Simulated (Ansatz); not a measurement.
System: P2 (SMILES P#[P+]) (charge +1, doublet).

```yaml
atoms:
  - { symbol: P, position_ang: [-0.8351, 0.2992, -0.4230] }
  - { symbol: P, position_ang: [0.8351, -0.2992, 0.4230] }
```

Geometry: PBE0-D4/def2-TZVP.

Method: Ansatz, UKS PBE0-D4/def2-TZVPP.

Question: What can the converged electron density, electron localisation function and spin density tell about the bonding?

Answer: P–P (1.97 Å): ρ at the midpoint is about 1.2 e/Å³; the ELF peaks at about 0.90 between the atoms; a covalent bond.
The unpaired spin (1 electron) lies mostly on P1 (about 0.5) and P2 (about 0.5), in electrons by Hirshfeld's partition.

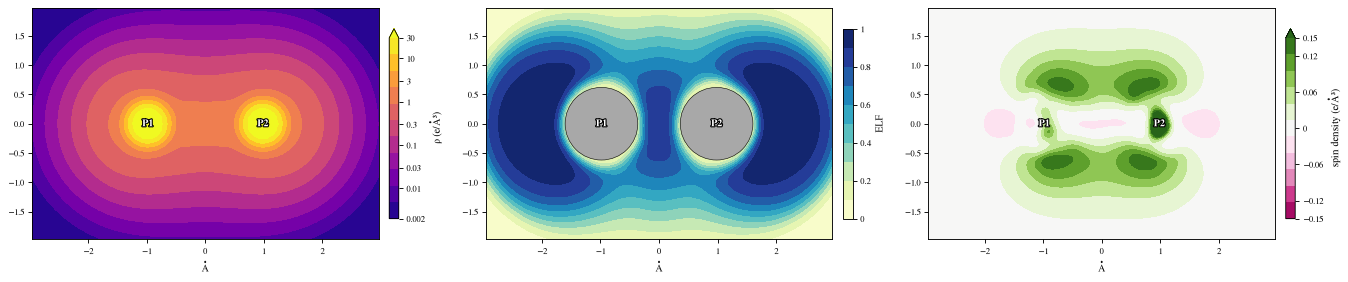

Computed electron density, electron localisation function and spin density on a plane that holds the molecular axis, in this order. Grey discs cover the atomic cores in the ELF map. 
